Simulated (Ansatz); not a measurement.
## Electronic structure of BCl3H7NSi2 in real space

Input

```
crystal:
  periodic: [false, false, false]
  atoms:
    - {symbol: B, position_ang: [-0.641730, -0.468255, -1.313087]}
    - {symbol: Cl, position_ang: [1.021921, 0.968146, -2.412338]}
    - {symbol: Cl, position_ang: [-0.263824, -2.091092, -1.878536]}
    - {symbol: Cl, position_ang: [-2.192812, 0.229966, -1.763336]}
    - {symbol: H, position_ang: [0.751079, 0.667051, -0.890095]}
    - {symbol: N, position_ang: [0.036718, 0.033348, -0.061717]}
    - {symbol: Si, position_ang: [-0.852967, 1.254414, 0.910162]}
    - {symbol: Si, position_ang: [1.116101, -1.119800, 0.793984]}
    - {symbol: H, position_ang: [0.041643, 1.577032, 2.044961]}
    - {symbol: H, position_ang: [-1.082735, 2.446227, 0.071386]}
    - {symbol: H, position_ang: [-2.113108, 0.661316, 1.407298]}
    - {symbol: H, position_ang: [2.204954, -1.512064, -0.121109]}
    - {symbol: H, position_ang: [1.650455, -0.367930, 1.952190]}
    - {symbol: H, position_ang: [0.324205, -2.278458, 1.260136]}
basis:
  gaussian: {orbitals: def2-TZVPP}
hamiltonian: {xc: pbe0, dispersion: d4}
output: {orbitals: {seedname: orbitals}}
```

Run with:

```sh
ansatz run in.yaml --threads 4 --pin off --events-out ev --progress --plain --max-ram 66560MiB --backend cuda --devices 0, --max-vram 37GiB
```

A transition-state structure; geometry: PBE0-D4/def2-TZVP.

Theory: Ansatz 0.2.0, RKS PBE0-D4/def2-TZVPP.

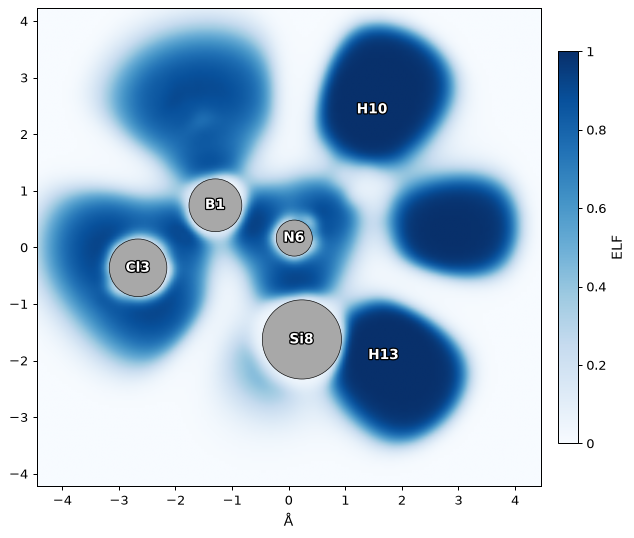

Figure 1. ELF on the plane of atoms B1, N6 and Si8. Grey discs cover the atomic cores.

**Read the bonding off the picture.**

The plane passes through B, Cl, N, Si and H nuclei. B–N (1.51 Å): the ELF peaks at about 0.95 between the atoms (a shared but strongly polarised pair). B–Cl (1.76 Å): the ELF peaks at about 0.90 between the atoms, as expected for a polar covalent bond. Si–N (1.80 Å): the ELF peaks at about 0.90 between the atoms: a shared but strongly polarised pair. Si–H (1.48 Å): the ELF climbs to about 1 towards the hydrogen, as it does in any bond to H. The ELF also peaks beside Cl3 and Cl4, away from the bonds: lone-pair regions.

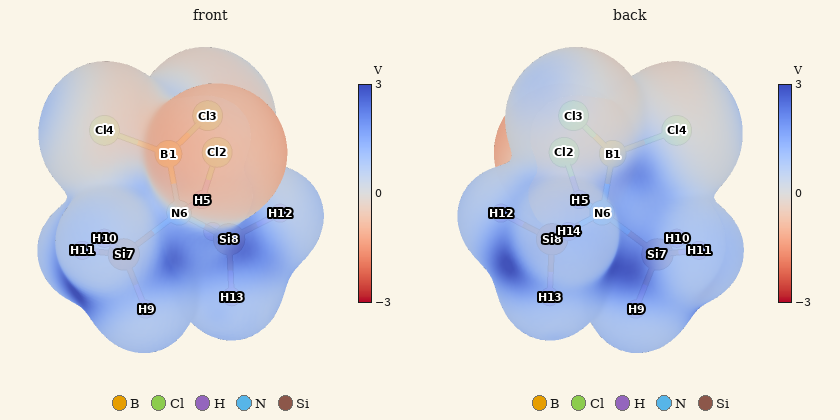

Figure 2. The molecular electrostatic potential painted on the density surface at 0.004 e/bohr³, seen from the front and from behind; the colour scale runs from red (negative) to blue (positive).

**Which sites attract a positive test charge, and which a negative one?**

A positive charge is drawn to the negative regions and a negative charge to the positive ones. The most negative region (about −1.1 V) lies over Cl2, the most positive (about +2.9 V) over Si7 and Si8. Cl3 shows a σ-hole: about +0.8 V at the tip opposite its bond, against about +0.2 V on its flanks. Cl4 shows a σ-hole: about +0.8 V at the tip opposite its bond, against about +0.1 V on its flanks.

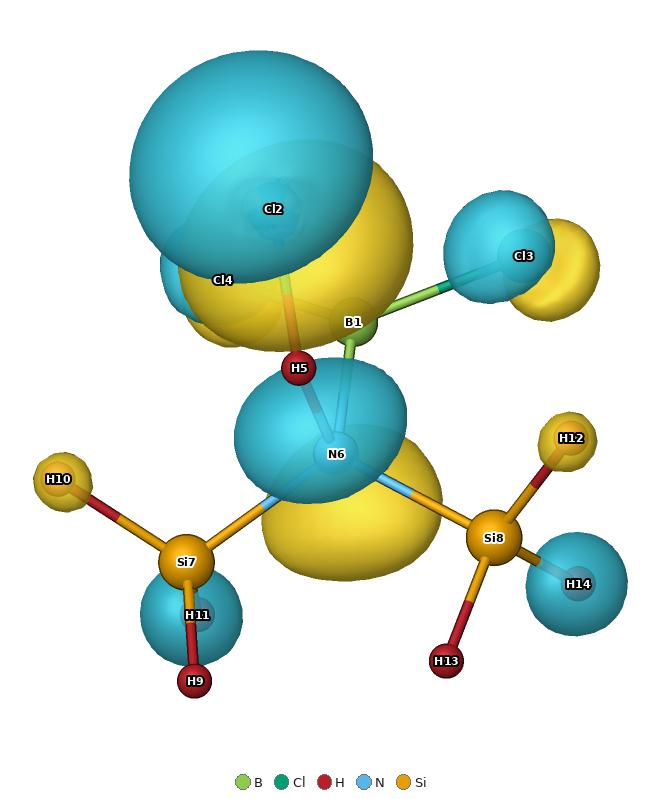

Figure 3. The HOMO−1 at ±0.1 Å⁻³ᐟ² (yellow and cyan are the two phases), seen at a tilt.

**What is the character of this orbital?**

It lies mainly on Cl2 (about 60 %) and N6 (about 15 %). Its energy is −8.32 eV.
